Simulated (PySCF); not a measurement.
```yaml
atoms:
  - { symbol: Sm, position_ang: [0.0000, 0.0000, -0.4164] }
  - { symbol: S, position_ang: [0.0000, 0.0000, 1.9786] }
```

Method: PBE0/x2c-TZVPall, spin-free X2C-1e, Gaussian nucleus, at a bond length of 2.395 Å in PySCF 2.14.0.

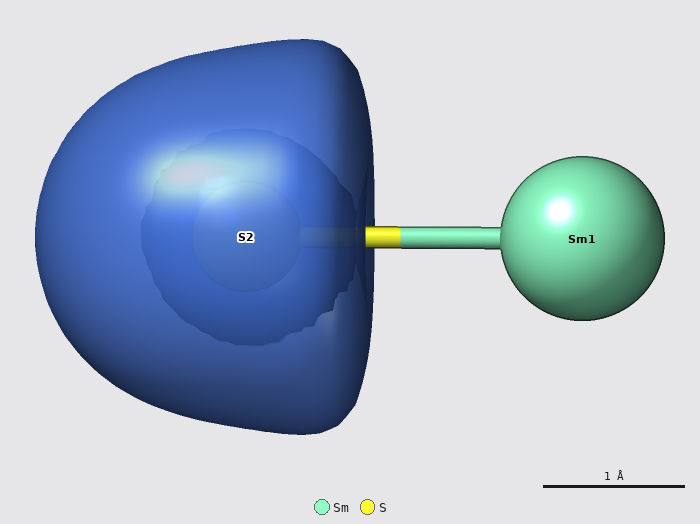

SmS (septet). Isosurface of the electron localisation function at 0.75 (blue), seen from one side. Only the valence region is drawn (cores and ρ < 0.01 e/Å³ removed).

**Where are the electrons localised?**

The ELF exceeds this value in one region wrapped around S (its valence shell). Along the contacts the grid gives the following. Sm–S (2.39 Å): the ELF peaks at about 0.80 in the valence shell of S, 0.8 Å from its nucleus, and is about 0.35 at the midpoint.
